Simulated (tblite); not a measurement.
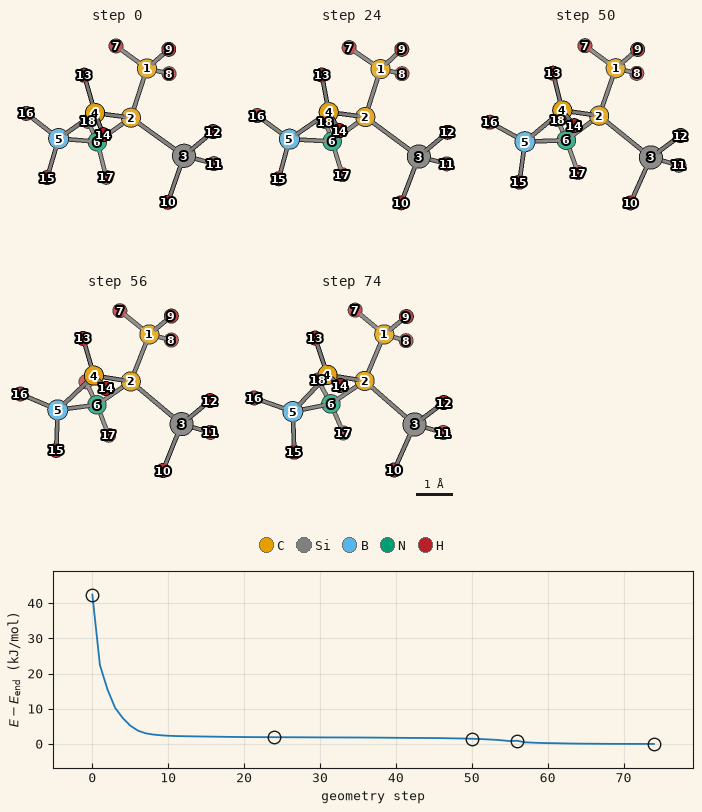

Frames of a relaxation of C3H12BNSi, marked on the history of the run. The picture is a ball-and-stick view, seen at a tilt.

All numbers below come from GFN2-xTB geometry optimisation, gas phase in tblite 0.8.0. 

> Describe the path.

After 74 geometry steps the energy has fallen by 42.4 kJ/mol. H16 moves most after the best rigid fit: 0.56 Å. By element the largest moves are H 0.56 Å, B 0.23 Å, Si 0.13 Å, C 0.12 Å, N 0.11 Å. Some distances before and after: B5–N6 1.546 → 1.657 Å, C4–B5 1.578 → 1.633 Å, C4–H13 1.126 → 1.090 Å, N6–H18 1.050 → 1.016 Å. Among the angles between lasting bonds that change: B5–N6–H17 111.2° → 119.3°, B5–C4–H14 112.6° → 118.7°, H13–C4–H14 113.3° → 107.4°. Cost: 0.75 s on 1 thread of Arm Neoverse N1, with other jobs on the host. From step 0 to 24: H14 moves most (0.13 Å), energy −40.5 kJ/mol. From step 24 to 50: H15 moves most (0.21 Å), energy −0.44 kJ/mol. From step 50 to 56: H16 moves most (0.18 Å), energy −0.56 kJ/mol. From step 56 to 74: H15 moves most (0.13 Å), energy −0.91 kJ/mol.
